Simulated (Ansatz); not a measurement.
# Nudged elastic band, with input and output: BNH4O (part 2 of 2)

The same run, continued: BNH4O; RKS r2SCAN-D4/def2-SVP (Ansatz 0.2.0). The run did not end well. One setting was made poor on purpose. It belongs to a series of runs on one base structure; here: band between the two ends.

Geometry of the input (Å):
```
B  0.0907  -0.2467  0.1010
H  0.0190  -0.6277  1.2525
O  1.2972  -0.0658  -0.5273
H  2.0398  -0.2740  0.0475
N  -1.0871  0.0178  -0.6137
H  -2.0094  -0.0925  -0.2175
H  -1.0778  0.3371  -1.5756
```

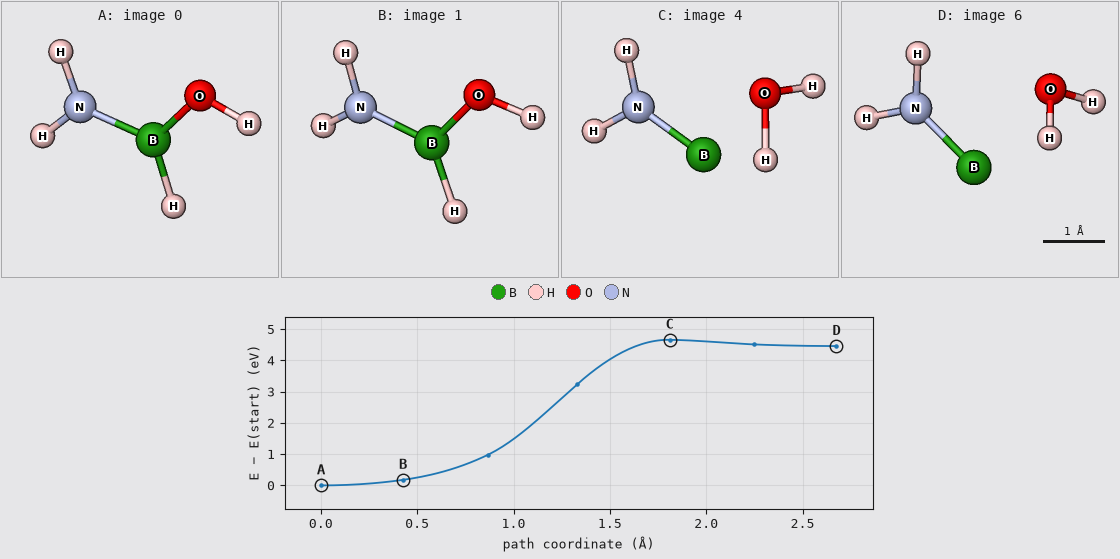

**Figure 1.** Images of the last band (counted from 0; ball-and-stick, seen at a tilt) above the energy along the path; the line is a cubic interpolation that uses the forces. The highest image is number 4, 4.663 eV above the start and 0.200 eV above the end (the climbing image); the end lies 4.462 eV above the start. The path is 2.68 Å long. The band had not converged after 60 iterations.

```
Unfinished report: {"positions_ang":[[-0.36862028646992384,-0.5405847294946193,0.34264476945038275],[0.9004559205940328,-0.14645985121756894,1.0173892297968228],[1.2498300472246366,0.19744963387243888,0.03174469854435977],[1.776599815937963,-0.596177863403429,-0.17948077550617625],[-1.1879251663594614,-0.08683631024124817,-0.6736769113886358],[-2.167264644550723,-0.3510427113126117,-0.6648847078521426],[-0.9305766863765258,0.5717538417970386,-1.406936293044609]],"unchecked":["starts","cluster_reference","orbital_swaps","neighbouring_geometries","increment"],"mean_field":{"relativity":"none","state":{"energy":{"ev":-4270.703873059441,"hartree":-156.94547254787898},"converged":true,"gradient_ev":6.557752616322782e-6,"stability":{"kind":"minimum","curvature_ev":62.97493953871222},"curvature_floor_ev":0.00030000000000000003,"spin_squared":-1.5987211554602254e-14},"others":[],"fillings":{"estimated":0,"unestimated":0,"tried":0,"untried":0,"excluded_magnetic_sites":0},"n_dropped_functions":0,"n_trapped_functions":0,"passes":{"evaluations":3,"products":19},"factors":{"origin":"density fitting in generated functions","count":701,"bound_ev":null},"gradient_stop_ev":0.00009,"reference_kind":"stationary","functional":{"name":"r2SCAN","citations":["Furness, Kaplan, Ning, Perdew & Sun, J. Phys. Chem. Lett. 11, 8208 (2020) doi:10.1021/acs.jpclett.0c02405","Furness, Kaplan, Ning, Perdew & Sun, J. Phys. Chem. Lett. 11, 9248 (2020) doi:10.1021/acs.jpclett.0c03077"],"text":"name \"r2SCAN\"\ncite \"Furness, Kaplan, Ning, Perdew & Sun, J. Phys. Chem. Lett. 11, 8208 (2020) doi:10.1021/acs.jpclett.0c02405\"\ncite \"Furness, Kaplan, Ning, Perdew & Sun, J. Phys. Chem. Lett. 11, 9248 (2020) doi:10.1021/acs.jpclett.0c03077\"\nparent r2scan\nparameter k0 = 0.174\nparameter k1 = 0.065\nparameter a1 = 4.9479\nexchange = r2scan_x(k0 = k0, k1 = k1, a1 = a1)\ncorrelation = r2scan_c\n","parameters":{"a1":{"value":4.9479,"default":4.9479},"k0":{"value":0.174,"default":0.174},"k1":{"value":0.065,"default":0.065}},"final_grid":{"core_spheres":27.0,"valence_spheres":18.0,"degree":36.0},"final_grid_parameter_source":"default","radial_points_factor":1.0,"radial_grid_error_ev":0.00004202825166463307,"grid_sensitivity":"normal","grid_sensitivity_ratio":0.004213694444324409},"unsmoothed_excess_ev":-8.321001739826435e-6,"symmetry":{"irreps":["A"],"axes":[[0.9990460754413439,0.04073477536386716,0.015735857819129048],[-0.04138580107452752,0.9981942050612171,0.043537850792437514],[-0.01393393751486635,-0.04414756004877502,0.9989278444047256]],"occupied":[{"A":12},{"A":12}]},"density_repulsion":{"missed_ev":0.00004503762257666796,"excess_ev":0.00004503762257666796,"most_excess_ev":0.000312,"are_drawn_again":false,"n_first_factors":701,"energy_change_ev":0.0,"n_dropped_ends":0},"direct_passes":"host"},"factors":{"origin":"density fitting in generated functions","count":701,"bound_ev":null},"n_frozen":0,"n_occupied":[12,12],"n_virtual":[50,50],"reference":{"ev":-4270.703873059441,"hartree":-156.94547254787898},"dispersion":{"energy":{"ev":-0.017887546300690442,"hartree":-0.0006573552019360187},"switches_in_reach":[]},"total":{"ev":-4270.721760605742,"hartree":-156.94612990308093},"forces_ev_per_angstrom":[[-0.10710955465442047,-0.028993197021477596,0.07088796315048711],[0.06135771359921666,-0.03371200221295111,-0.014869046581581516],[-0.01385280778862277,0.053893934411274796,0.06718196214210238],[0.012097307668736996,0.04971017669467872,-0.09946211982395216],[-0.007917826774205087,-0.012491205455865836,0.016264324367145623],[-0.03499210072508814,0.059548652498736726,-0.031418068601785434],[0.09041726867299794,-0.08795635891211341,-0.008585014651396992]],"charge_distribution":{"dipole_moment_e_ang":[0.00866450179599256,0.12085233332078338,-0.5305302033194518],"mulliken_charges_e":[-0.336849968640764,0.18603320540993784,-0.21521888756996077,0.18193349379531154,-0.1012323694835624,0.15351106711162166,0.13182345937740425],"lowdin_charges_e":[-0.42934072263805234,-0.05079456615528599,0.1828863732954069,-0.008336021907667801,0.25009959780020274,0.03158694465357692,0.02389839495178725]},"n_threads":1,"memory_gib":1.7045454550534487,"seconds":{"hamiltonian":2.856974937,"orbitals":0.0,"second_order":0.0,"solver_start":0.0,"cycles":0.0,"cycle":0.0,"perturbative":0.0,"full_ci_increment":0.0,"forces":0.0}}
this run last wrote the band of iteration 60 to [file]
Error: NEB band did not converge after 60 iterations: max|band force component| = 2.47e-1 eV/Å (threshold 5.0e-2); raise `neb.max_iterations` in a new run, which can start from the last band evaluated (`neb.initial_path`, with `crystal.atoms` and `neb.final_atoms` set to its first and last images), add images, or start from endpoints closer to local minima. Where this run's directory can be resumed (`checkpoint.write`), a resume goes on for up to `neb.max_iterations` more; to start a new run from the last band, take its images' positions from the `neb_iteration` event of iteration 60 (`data.images[].positions_ang`), in the event stream of the run that computed that iteration (not this run's, if it was resumed behind it). With `checkpoint.write`, `steps/00-neb/state/checkpoint.json` in the run directory holds the last saved band, under `neb.evaluated.images[].positions_ang` (a band under a hybrid functional on support functions is neither saved nor resumed: `neb.initial_path` says where its path is): check the last entry of `neb.iterations` there, which is earlier than 60 if that iteration was not saved or its write failed. If the band's step has no `state` directory and holds `state.next`, a write was cut short, and the file is under `state.next` instead (behind a loss of power it can be under `state.prev`)
this run wrote the band of iteration 60 to [file] as well, whether or not its events were kept: a new run's `neb.initial_path` can list its `images[].positions_ang`
a run's events are kept only if it was started with --events-out <file>, and are in that file
```

## The last band as extended XYZ (Å, eV, eV/Å)
```
7
Properties=species:S:1:pos:R:3:forces:R:3 image=0 energy=-4275.38429
B     0.0907   -0.2467    0.1010   -0.0003  -0.0002  -0.0006
H     0.0190   -0.6277    1.2525   -0.0001  -0.0001   0.0007
O     1.2972   -0.0658   -0.5273    0.0002   0.0000   0.0001
H     2.0398   -0.2740    0.0475    0.0000   0.0001  -0.0001
N    -1.0871    0.0178   -0.6137    0.0003   0.0003  -0.0008
H    -2.0094   -0.0925   -0.2175    0.0002   0.0000   0.0000
H    -1.0778    0.3371   -1.5756   -0.0002  -0.0001   0.0007
7
Properties=species:S:1:pos:R:3:forces:R:3 image=1 energy=-4275.20686
B     0.0691   -0.1961    0.1547    0.1196   0.0664  -0.0900
H     0.1668   -0.4893    1.3277   -0.5654  -0.3050   0.0140
O     1.2546    0.0067   -0.5104    0.0189  -0.1117  -0.2461
H     1.9518   -0.4459   -0.0295    0.2961   0.2678   0.0844
N    -1.1101    0.0087   -0.5870    0.0997   0.1244   0.0422
H    -2.0622   -0.2602   -0.3828    0.0990   0.1621   0.3333
H    -0.9976    0.4242   -1.5058   -0.0679  -0.2040  -0.1378
7
Properties=species:S:1:pos:R:3:forces:R:3 image=2 energy=-4274.39912
B     0.0047   -0.2147    0.2146    1.2093   0.9058  -0.4273
H     0.4240   -0.3375    1.3395   -1.8906  -1.0100   0.9753
O     1.2108    0.1089   -0.4028   -0.0498  -0.2580  -1.4190
H     1.8298   -0.5585   -0.0853    0.3948   0.4729   0.1398
N    -1.1413   -0.0733   -0.6023   -0.0068   0.0834   0.3081
H    -2.1262   -0.3179   -0.5404    0.3695   0.1589   0.5415
H    -0.9293    0.4409   -1.4566   -0.0264  -0.3529  -0.1183
7
Properties=species:S:1:pos:R:3:forces:R:3 image=3 energy=-4272.13907
B    -0.1501   -0.3401    0.2931    2.6075   1.7706  -0.8801
H     0.6873   -0.1953    1.2043   -2.4711  -1.5582   2.2142
O     1.2046    0.1726   -0.2038   -0.6367  -0.1419  -2.4467
H     1.7794   -0.6042   -0.1162    0.1391   0.3420   0.1673
N    -1.1742   -0.1072   -0.6406    0.1299  -0.0963   0.4946
H    -2.1601   -0.3438   -0.6200    0.1223   0.0855   0.3428
H    -0.9144    0.4661   -1.4499    0.1091  -0.4018   0.1078
7
Properties=species:S:1:pos:R:3:forces:R:3 image=4 energy=-4270.72175
B    -0.3686   -0.5406    0.3426   -0.1071  -0.0290   0.0709
H     0.9005   -0.1465    1.0174    0.0614  -0.0337  -0.0149
O     1.2498    0.1974    0.0317   -0.0139   0.0539   0.0672
H     1.7766   -0.5962   -0.1795    0.0121   0.0497  -0.0995
N    -1.1879   -0.0868   -0.6737   -0.0079  -0.0125   0.0163
H    -2.1673   -0.3510   -0.6649   -0.0350   0.0595  -0.0314
H    -0.9306    0.5718   -1.4069    0.0904  -0.0880  -0.0086
7
Properties=species:S:1:pos:R:3:forces:R:3 image=5 energy=-4270.86938
B    -0.5216   -0.7624    0.2779   -0.1502  -0.1416   0.0285
H     1.1161    0.0096    1.0259    0.1458   0.0877  -0.0171
O     1.3178    0.1896    0.0790    0.0086   0.0141   0.0554
H     1.7679   -0.6429   -0.1502   -0.0022   0.0452  -0.0466
N    -1.2409   -0.0792   -0.6883   -0.0360  -0.0248   0.0077
H    -2.2172   -0.3476   -0.7799   -0.0546   0.0641  -0.0691
H    -0.9495    0.6811   -1.2976    0.0886  -0.0447   0.0411
7
Properties=species:S:1:pos:R:3:forces:R:3 image=6 energy=-4270.92208
B    -0.6462   -0.9517    0.2318    0.0084  -0.0167   0.0106
H     1.2825    0.1760    1.0147    0.0022  -0.0003  -0.0023
O     1.3374    0.1991    0.0450   -0.0064   0.0019  -0.0011
H     1.6996   -0.6820   -0.1444   -0.0027   0.0013   0.0031
N    -1.2876   -0.1117   -0.6620   -0.0071   0.0267  -0.0226
H    -2.2643   -0.2647   -0.8993   -0.0059  -0.0081   0.0079
H    -0.8488    0.6831   -1.1189    0.0115  -0.0047   0.0044
```
